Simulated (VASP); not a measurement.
**PtSe2 (Sudovikovite): structure and properties in VASP**

What structure and properties does LDA give PtSe2 (Sudovikovite), and how near are they to the measured ones? The steps: full relaxation (LDA), second relaxation, single point with fields (LDA), bands along the symmetry lines (LDA), density of states (LDA), zone-centre phonons (LDA) and band structure (LDA + SOC). The start is a cell from a database of measured crystal structures.

Method: LDA; plane waves and PAW (Pt, Se), in the first sound run; inputs show where later runs differ, in VASP 6.6.1.

The experiments to compare with:

For PtSe2, 1T (literature value), “Metal-to-insulator transition in Pt-doped TiSe2 driven by emergent network of narrow transport channels” (2019, arxiv:1912.08246) quotes earlier work: lattice constant a (a of the 1T cell) 3.7278 Å [literature experimental value used as calculation input; measurement temperature not …]; lattice constant c (c of the 1T cell) 5.0813 Å [literature experimental value used as calculation input; measurement temperature not …].

“Experimental evidence of type-II Dirac fermions in PtSe2” (2017, arxiv:1703.04242) reports for PtSe2, CdI2-type (1T), by Raman spectroscopy (single crystal grown by chemical vapour transport, 300 K): Raman mode (Eg, in-plane Se vibration) about 175 cm⁻¹; Raman mode (A1g, out-of-plane Se vibration) 205 cm⁻¹.

The database entry behind the starting cell has ideal inner coordinates that were not refined, so it need not match the best structure at ambient conditions.

## Step 1: The starting structure

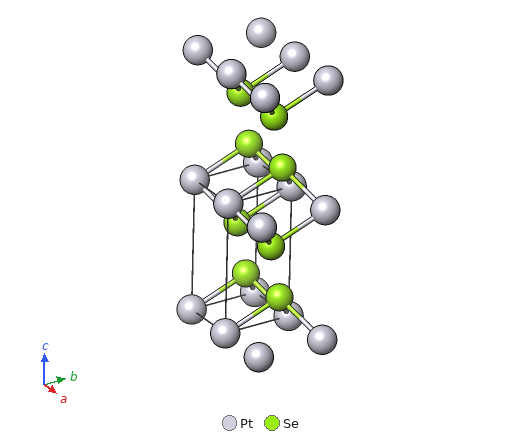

The cell as given, slightly off an axis (platinum light grey, selenium green). 2×1×2 cells are drawn. Bonds to atoms that aren't drawn are left out. Some periodic images of atoms are drawn too.

Coordinates:

```xyz
3
Lattice="3.7240 0.0000 0.0000 -1.8620 3.2251 0.0000 0.0000 0.0000 5.0620" Properties=species:S:1:pos:R:3 pbc="T T T"
Pt    0.0000    0.0000    0.0000
Se    0.0000    2.1501    1.2655
Se    1.8620    1.0750    3.7965
```

## Step 2: Full relaxation (LDA)

The start need not lie at this functional's minimum. ISIF = 3 frees volume, shape and positions, and EDIFFG sets the threshold on forces and stress at which the search stops. LDA, the lowest rung, knows the local density alone.

Input file INCAR:

```
SYSTEM = PtSe2
PREC = Accurate
ENCUT = 400
EDIFF = 1E-06
NELM = 100
ISMEAR = 0
SIGMA = 0.05
LREAL = .FALSE.
ALGO = Normal
GGA = CA
NBANDS = 17
LASPH = .TRUE.
LORBIT = 11
LWAVE = .FALSE.
LCHARG = .FALSE.
KPAR = 2
IBRION = 2
NSW = 60
ISIF = 3
EDIFFG = -0.01
```

Input file POSCAR:

```
PtSe2
1.0
    3.7240000000      0.0000000000      0.0000000000
   -1.8620000000      3.2250786037      0.0000000000
    0.0000000000      0.0000000000      5.0620000000
Pt Se
1 2
Direct
    0.0000000000      0.0000000000      0.0000000000
    0.3333333333      0.6666666667      0.2500000000
    0.6666666667      0.3333333333      0.7500000000
```

Input file KPOINTS:

```
Automatic mesh
0
Gamma
7 7 5
0 0 0
```

Potentials, in the order of the species: Pt and Se (LDA family, release 64).

Command:

```bash
mpirun -np 2 vasp_std
```

Output:

```text
[banner, memory and clock lines left out]
running    2 mpi-ranks, on    1 nodes
 distrk:  each k-point on    1 cores,    2 groups
 distr:  one band on    1 cores,    1 groups

 POSCAR found type information on POSCAR PtSe
 POSCAR found :  2 types and       3 ions
 LDA part: xc-table for (Slater(with rela. corr.)+CA(PZ))
 , standard interpolation
 POSCAR, INCAR and KPOINTS ok, starting setup
 FFT: planning ... GRIDC
 FFT: planning ... GRID_SOFT
 FFT: planning ... GRID
 WAVECAR not read
 entering main loop
       N       E                     dE             d eps       ncg     rms          rms(c)
DAV:   1     0.893187485156E+02    0.89319E+02   -0.87558E+03  1136   0.910E+02
DAV:   2    -0.141398037007E+02   -0.10346E+03   -0.10066E+03  1364   0.197E+02
DAV:   3    -0.178897644739E+02   -0.37500E+01   -0.37320E+01  1316   0.384E+01
DAV:   4    -0.179148425899E+02   -0.25078E-01   -0.25072E-01  1416   0.345E+00
DAV:   5    -0.179151019588E+02   -0.25937E-03   -0.25937E-03  1340   0.332E-01    0.132E+01
DAV:   6    -0.173025114258E+02    0.61259E+00   -0.44774E+00  1109   0.195E+01    0.802E+00
DAV:   7    -0.170922371787E+02    0.21027E+00   -0.89363E-01  1111   0.946E+00    0.396E+00
DAV:   8    -0.170622610416E+02    0.29976E-01   -0.58823E-02  1224   0.178E+00    0.839E-01
DAV:   9    -0.170597131563E+02    0.25479E-02   -0.58813E-03  1240   0.726E-01    0.217E-01
DAV:  10    -0.170597077971E+02    0.53591E-05   -0.97381E-04  1291   0.198E-01    0.375E-02
DAV:  11    -0.170597004625E+02    0.73346E-05   -0.51818E-05  1329   0.580E-02    0.247E-02
DAV:  12    -0.170596995255E+02    0.93693E-06   -0.54116E-06  1245   0.130E-02
   1 F= -.17059700E+02 E0= -.17058629E+02  d E =-.170597E+02
 curvature:   0.00 expect dE= 0.000E+00 dE for cont linesearch  0.000E+00
 trial: gam= 0.00000 g(F)=  0.722E-02 g(S)=  0.224E-02 ort = 0.000E+00 (trialstep = 0.100E+01)
 search vector abs. value=  0.946E-02
 bond charge predicted
       N       E                     dE             d eps       ncg     rms          rms(c)
DAV:   1    -0.170694724897E+02   -0.97720E-02   -0.54951E-01  1088   0.441E+00    0.453E-01
DAV:   2    -0.170682751115E+02    0.11974E-02   -0.26263E-02  1252   0.121E+00    0.183E-01
DAV:   3    -0.170677343852E+02    0.54073E-03   -0.12620E-03  1331   0.320E-01    0.996E-02
DAV:   4    -0.170675781281E+02    0.15626E-03   -0.63175E-04  1175   0.165E-01    0.325E-02
DAV:   5    -0.170675763644E+02    0.17637E-05   -0.43714E-05  1286   0.442E-02    0.156E-02
DAV:   6    -0.170675760243E+02    0.34009E-06   -0.36152E-06  1315   0.111E-02
   2 F= -.17067576E+02 E0= -.17066565E+02  d E =-.787650E-02
[... from here on, the cycles between the ionic steps are left out ...]
   3 F= -.17073889E+02 E0= -.17072918E+02  d E =-.141890E-01
   4 F= -.17076130E+02 E0= -.17075162E+02  d E =-.224109E-02
   5 F= -.17082070E+02 E0= -.17081110E+02  d E =-.818163E-02
   6 F= -.17089903E+02 E0= -.17088945E+02  d E =-.160146E-01
   7 F= -.17084986E+02 E0= -.17083802E+02  d E =-.110970E-01
   8 F= -.17091781E+02 E0= -.17090798E+02  d E =-.178921E-01
   9 F= -.17091805E+02 E0= -.17090818E+02  d E =-.179168E-01
  10 F= -.17092392E+02 E0= -.17091399E+02  d E =-.586579E-03
  11 F= -.17093052E+02 E0= -.17092040E+02  d E =-.124639E-02
  12 F= -.17093293E+02 E0= -.17092271E+02  d E =-.240886E-03
  13 F= -.17093489E+02 E0= -.17092446E+02  d E =-.437664E-03
  14 F= -.17093579E+02 E0= -.17092519E+02  d E =-.897312E-04
  15 F= -.17093632E+02 E0= -.17092549E+02  d E =-.142815E-03
  16 F= -.17093710E+02 E0= -.17092614E+02  d E =-.775488E-04
  17 F= -.17093754E+02 E0= -.17092638E+02  d E =-.121504E-03
  18 F= -.17093796E+02 E0= -.17092668E+02  d E =-.422217E-04
  19 F= -.17093838E+02 E0= -.17092686E+02  d E =-.843248E-04
  20 F= -.17093841E+02 E0= -.17092683E+02  d E =-.870129E-04
  21 F= -.17093841E+02 E0= -.17092680E+02  d E =-.873886E-04
  22 F= -.17093858E+02 E0= -.17092702E+02  d E =-.171681E-04
 ZBRENT: can't locate minimum, use default step
 trial-energy change:   -0.000017  1 .order   -0.000017   -0.000019   -0.000015
 step:   1.5802(harm=  1.7751)  dis= 0.00114  next Energy=   -17.093885 (dE=-0.438E-04)
 bond charge predicted
       N       E                     dE             d eps       ncg     rms          rms(c)
DAV:   1    -0.170939453801E+02   -0.87012E-04   -0.36154E-03  1122   0.406E-01    0.428E-02
DAV:   2    -0.170938960975E+02    0.49283E-04   -0.12598E-04  1275   0.860E-02    0.210E-02
DAV:   3    -0.170938852644E+02    0.10833E-04   -0.26455E-05  1181   0.351E-02    0.846E-03
DAV:   4    -0.170938840113E+02    0.12531E-05   -0.66472E-06  1148   0.216E-02    0.509E-03
DAV:   5    -0.170938838917E+02    0.11964E-06   -0.37320E-07   557   0.432E-03
  23 F= -.17093884E+02 E0= -.17092743E+02  d E =-.428082E-04
 curvature:  -0.87 expect dE=-0.126E-04 dE for cont linesearch -0.614E-06
 trial: gam= 0.17593 g(F)=  0.493E-05 g(S)=  0.947E-05 ort = 0.590E-05 (trialstep = 0.632E+00)
 search vector abs. value=  0.180E-04
 reached required accuracy - stopping structural energy minimisation
```

The job ended after 43 s (2 MPI ranks of AMD EPYC 9R45, shared host; peak memory 0.26 GiB; 85 s of CPU time).

The logs omit lines about the potential files and the build; timing stands in the text.

From OUTCAR (step 2):

```text
ion  position               nearest neighbor table
   1  0.000  0.000  0.000-   2 2.49   3 2.49   3 2.49   2 2.49   3 2.49   2 2.49
   2  0.333  0.667  0.250-   1 2.49   1 2.49   1 2.49
   3  0.667  0.333  0.750-   1 2.49   1 2.49   1 2.49

  LATTYP: Found a hexagonal cell.
 ALAT       =     3.7240000000
 C/A-ratio  =     1.3592910849

 Subroutine GETGRP returns: Found 12 space group operations
 (whereof 12 operations were pure point group operations)

The static configuration has the point symmetry D_3d.

 Found     32 irreducible k-points:

   k-points           NKPTS =     32   k-points in BZ     NKDIM =     32   number of bands    NBANDS=     17

   dimension x,y,z NGX =    24 NGY =   24 NGZ =   36
   dimension x,y,z NGXF=    48 NGYF=   48 NGZF=   72

   ENCUT  =  400.0 eV  29.40 Ry    5.42 a.u.   6.07  6.07  8.25*2*pi/ulx,y,z

   NELECT =      22.0000    total number of electrons

 k-points in reciprocal lattice and weights: Automatic mesh
   0.00000000  0.00000000  0.00000000       0.004
   0.14285714 -0.00000000  0.00000000       0.024
   0.28571429 -0.00000000  0.00000000       0.024
   0.42857143  0.00000000  0.00000000       0.024
   0.14285714  0.14285714  0.00000000       0.024
   0.28571429  0.14285714  0.00000000       0.049
   0.42857143  0.14285714  0.00000000       0.024
   0.28571429  0.28571429  0.00000000       0.024
   0.00000000  0.00000000  0.20000000       0.008
[...]
0.42857143  0.14285714  0.40000000       0.049
   0.28571429  0.28571429  0.40000000       0.049

 average (electrostatic) potential at core
       1 -68.0762       2 -58.3317       3 -58.3317

 E-fermi :   7.0811

 k-point     1 :       0.0000    0.0000    0.0000
  band No.  band energies     occupation
    ...
      6       3.1111      2.00000
      7       3.1111      2.00000
      8       4.5265      2.00000
      9       6.0094      2.00000
     10       6.0094      2.00000
     11       7.8508      0.00000
     12       8.1488      0.00000
     13       8.1488      0.00000
     14      10.2189      0.00000
     15      11.1940      0.00000
    ...

 k-point     2 :       0.1429   -0.0000    0.0000
  band No.  band energies     occupation
    ...
      7       2.9653      2.00000
      8       4.0349      2.00000
      9       5.3203      2.00000
     10       5.6591      2.00000
     11       6.6516      2.00000
     12       8.4316      0.00000
     13       8.6685      0.00000
     14      11.4386      0.00000
     15      12.3209      0.00000
     16      13.7671      0.00000
    ...

 k-point     3 :       0.2857   -0.0000    0.0000
  band No.  band energies     occupation
    ...
      7       2.7877      2.00000
      8       3.4605      2.00000
      9       4.7207      2.00000
     10       4.8218      2.00000
     11       5.3460      2.00000
     12       8.4249      0.00000
     13       9.0628      0.00000
     14      11.8714      0.00000
     15      13.4795      0.00000
     16      14.7290      0.00000
    ...

  Total        0.0131992      0.0131992      0.0155135      0.0000000      0.0000000     -0.0000000
  in kB        0.3645362      0.3645362      0.4284531      0.0000000      0.0000000     -0.0000000
  external PRESSURE =       0.3858418 kB  Pullay stress =       0.0000000 kB

  energy-cutoff  :      400.00
  volume of cell :       58.01
      direct lattice vectors                 reciprocal lattice vectors
     3.740332406  0.000000000 -0.000000000     0.267355917  0.154358011  0.000000000
    -1.870166203  3.239222882 -0.000000000    -0.000000000  0.308716021  0.000000000
     0.000000000 -0.000000000  4.788119427     0.000000000  0.000000000  0.208850263

 POSITION                                       TOTAL-FORCE (eV/Angst)
 -----------------------------------------------------------------------------------
     -1.87017      3.23922      0.00000        -0.000000     -0.000000      0.000000
     -0.00000      2.15948      1.26621         0.000000     -0.000000      0.007147
      1.87017      1.07974      3.52191        -0.000000      0.000000     -0.007147
 -----------------------------------------------------------------------------------
    total drift:                                0.000000     -0.000000     -0.000000

  FREE ENERGIE OF THE ION-ELECTRON SYSTEM (eV)
  ---------------------------------------------------
  free  energy   TOTEN  =       -17.0938838917 eV

  energy  without entropy=      -17.0916017123  energy(sigma->0) =      -17.09274280

 reached required accuracy - stopping structural energy minimisation

 total charge
# of ion       s       p       d       tot
------------------------------------------
    1        0.688   0.698   8.063   9.448
    2        1.492   2.225   0.075   3.793
    3        1.492   2.225   0.075   3.793
--------------------------------------------------
tot          3.673   5.149   8.213  17.034

[... 3 further parts left out ...]
```

The k-mesh is coarse for a metal. The bonds form layers, held to each other by dispersion, which LDA lacks; its overbinding stands in for it by accident. The run keeps the 12 symmetry operations of its start, so it cannot find a distortion of lower symmetry.

Relaxation path (22 of 23):

```
step  energy less that of the first step (eV)  largest force (eV/Å)  pressure (GPa)  volume (Å³)
   1                                   0.0000                0.2735           -0.09        60.80
   2                                  -0.0079                0.1481           -0.96        60.69
   3                                  -0.0142                0.0967           -2.51        60.48
   4                                  -0.0164                0.0980           -2.40        60.32
   5                                  -0.0224                0.1027           -2.00        59.82
   6                                  -0.0302                0.1203           -1.15        58.82
   7                                  -0.0253                0.1951            0.95        56.84
   8                                  -0.0321                0.1292           -0.51        58.21
   9                                  -0.0321                0.1314           -0.44        58.15
  10                                  -0.0327                0.0975           -0.28        58.13
  11                                  -0.0334                0.0043            0.24        58.10
  13                                  -0.0338                0.0037           -0.16        58.29
  14                                  -0.0339                0.0159           -0.05        58.24
  15                                  -0.0339                0.0318            0.07        58.19
  16                                  -0.0340                0.0244           -0.03        58.19
  17                                  -0.0341                0.0127           -0.17        58.20
  18                                  -0.0341                0.0134           -0.12        58.16
  19                                  -0.0341                0.0149           -0.04        58.08
  20                                  -0.0341                0.0153           -0.03        58.06
  21                                  -0.0341                0.0156           -0.03        58.05
  22                                  -0.0342                0.0134           -0.01        58.04
  23                                  -0.0342                0.0071            0.04        58.01
```

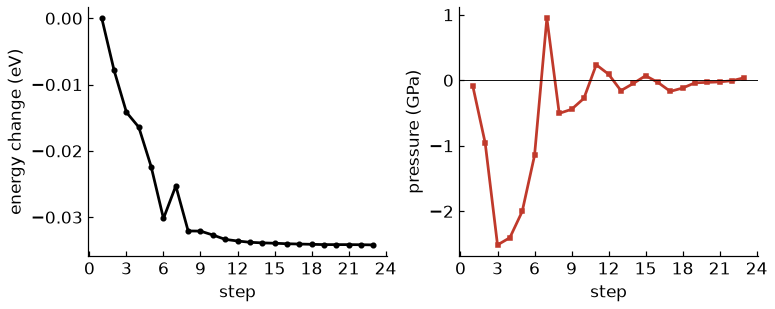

Energy and pressure along the relaxation.

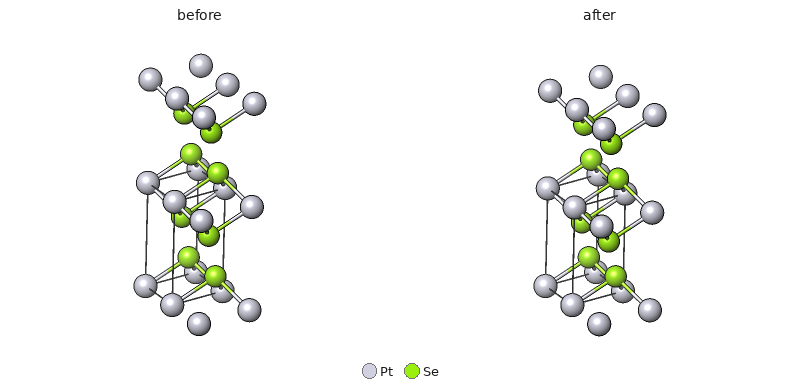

Before and after, at one scale. Bonds to atoms that aren't drawn are left out.

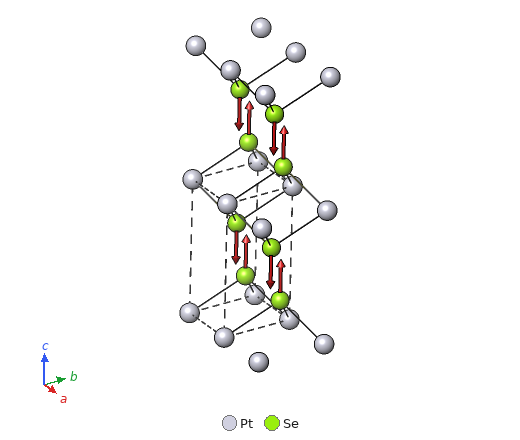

Displacements in the relaxation, exaggerated, measured against the changing cell; the longest in the cell stands for 0.07 Å. Bonds to atoms that aren't drawn are left out. 2×1×2 cells are drawn. Some periodic images of atoms are drawn too.

```
conventional cell, symmetrised  before  after  change
                         a (Å)   3.724  3.740  +0.4 %
                         b (Å)   3.724  3.740  +0.4 %
                         c (Å)   5.062  4.788  -5.4 %
              volume (Å³/atom)   20.27  19.34  -4.6 %
```

The atoms that moved most (Å, as changes of fractional coordinates times the final cell):

```
atom     dx     dy      dz  length
 Se2  0.000  0.000   0.069   0.069
 Se3  0.000  0.000  -0.069   0.069
```

The relaxed structure:

```cif
data_structure
_symmetry_space_group_name_H-M 'P 1'
_symmetry_Int_Tables_number 1
_cell_length_a 3.7403
_cell_length_b 3.7403
_cell_length_c 4.7881
_cell_angle_alpha 90.000
_cell_angle_beta 90.000
_cell_angle_gamma 120.000
_cell_volume 58.01
loop_
_atom_site_label
_atom_site_type_symbol
_atom_site_fract_x
_atom_site_fract_y
_atom_site_fract_z
_atom_site_occupancy
Pt1 Pt 0.00000 0.00000 0.00000 1
Se2 Se 0.33333 0.66667 0.26445 1
Se3 Se 0.66667 0.33333 0.73555 1
```

This step gave:

```yaml
electrons: 22
bands: 17
irreducible_k_points: 32
symmetry_operations: 12
free_energy_toten: -17.09 eV
energy_at_zero_smearing: -17.09 eV
fermi_energy: 7.081 eV
pressure: 0.03858 GPa
metallic: yes
scf_cycles_over_all_ionic_steps: 134
```

It ends with a largest force of 0.007 eV/Å and a pressure of 0.04 GPa. The volume lies -4.6 % from that of the database's start, which holds the thermal and zero-point expansion of its experiment. LDA is known to overbind.

(Continued in part 2 of 4.)

[Lines on the potential files, build, host, timing and source positions are cut from VASP's logs without a mark.]

[Logs are printed without paths, hosts, clocks, repeated set-up lines and the standing remarks that a program may print on its own settings, such as how far it seeks lower states.]

[Hosts, paths, dates, database ids (printed as entryN), source tags and the programs' standing remarks are cut or masked in the printed files.]

[Measured values are set beside computed ones only where the two were judged alike; some that the calculation misses by far are left out.]
